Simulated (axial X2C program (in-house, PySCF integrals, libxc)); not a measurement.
BrB⁺: relativistic diatomic calculation

System: BrB⁺. The reference is closed-shell BrB; the roots are the vertical energies to take an electron from it, which leaves states of BrB⁺. The distance is the PBE0 minimum at charge 0.
Method: EOM-IP-CCSD, two-component X2C with atomic mean-field Coulomb and Gaunt terms, Br dyall-cv3z, B dyall-v3z (cores contracted) (axial X2C program (in-house, PySCF integrals, libxc)).

### Key numbers

```
                                                                                                         quantity                                                                 value
                                                                                                          outcome                                                             converged
                                                                                   HF energy of the reference BrB                                                   −2628.25081 hartree
                                                                                  MP2 energy of the reference BrB                                                   −2628.48929 hartree
CCSD energy of the reference BrB (with the MP2 share of the virtual spinors left out of the coupled-cluster step)                                                   −2628.51753 hartree
                                                                              CCSD(T) energy of the reference BrB                                                   −2628.52975 hartree
                                         T1 diagnostic (spinor form; for a closed shell √2 times the usual value)                                                                 0.025
                                                                                                         hardware  1 thread of Arm Neoverse N1, 54 GiB of memory available, shared host
                                                                                                        wall time                                                                 9.6 s
                                                                                                      peak memory                                                               0.6 GiB
```

### The input
```
{"zs": [35, 5], "q": 1, "bas": ["dyall-cv3z", "dyall-v3z"], "r0": 1.99, "eom": "ip", "rq": 0, "thr": -2.0, "nmax": 95, "grid": [1, 0.96, 1.045, 0.92, 1.09, 1.15]}
```

The line is the task of a batch: nuclear charges, charge, bases, a first guess of the distance and further settings. This report covers the levels named above. The log is that of the reference distance 1.893 Å.

The run was one of a batch that the task file lists, launched with:
```bash
python <driver script> task.json out
```

### Log
```
two-component X2C + atomic mean field  HF
basis functions 144  fitting functions 841  grid points 5076
iter        total energy     max residual
   1      -2628.230328266     1.76e-01
   2      -2628.249610407     6.62e-03
   3      -2628.250537493     3.19e-03
   4      -2628.250731968     1.67e-03
   5      -2628.250791621     8.00e-04
   6      -2628.250805416     1.75e-04
   7      -2628.250806716     6.61e-05
   8      -2628.250806868     1.93e-05
   9      -2628.250806878     3.33e-06
  10      -2628.250806879     2.29e-06
  11      -2628.250806879     1.25e-06
converged
one-electron -3750.48484107  Coulomb 1169.26896033  exact exchange -94.96142630  xc functional 0.00000000  nuclear repulsion 48.92023873  atomic mean-field constant -0.99373857
correlated 10  virtual 190  natural virtual 94  E(MP2) -0.238479780  MP2 remainder -0.005517446
iter   CCSD correlation   residual
   1     -0.249606014   1.34e-01
   2     -0.258630439   6.10e-02
   3     -0.261165785   2.81e-02
   4     -0.261162455   8.15e-03
   5     -0.261208394   2.08e-03
   6     -0.261205641   6.59e-04
   7     -0.261206672   1.81e-04
   8     -0.261208247   5.91e-05
   9     -0.261207690   2.79e-05
  10     -0.261207831   1.75e-05
  11     -0.261207690   9.49e-06
  12     -0.261207822   4.83e-06
  13     -0.261207818   2.15e-06
(T) -0.012214892708171193  T1 0.0254  D1 0.0334  max T2 0.104
EOM-IP-CCSD roots
2*Omega      energy/Eh   energy/eV  one-particle weight
    1       0.36784439     10.0096      0.925
    1       0.46321639     12.6048      0.935
    1       0.58656131     15.9611      0.749
    1       0.59431827     16.1722      0.003
    3       0.45232840     12.3085      0.937
    3       0.59315083     16.1405      0.002
    3       0.59924668     16.3063      0.001
    5       0.60818479     16.5496      0.000
```

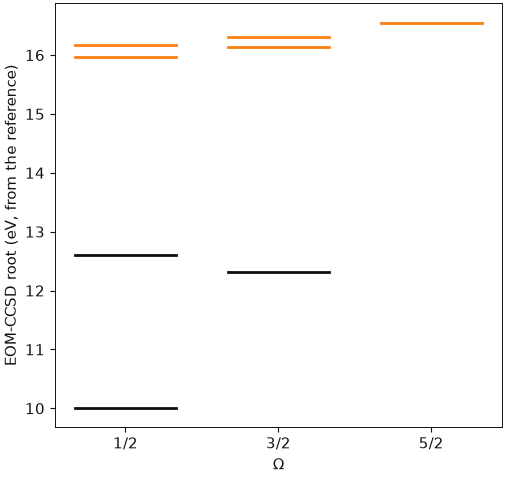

**Figure 1.** EOM-CCSD roots by Ω at 1.89 Å; roots whose one-particle weight is under 0.8 have the second colour. The lowest has Ω = 1/2 and lies at 10.010 eV, with one-particle weight 0.92. 5 of the 8 roots are less well described at this level.
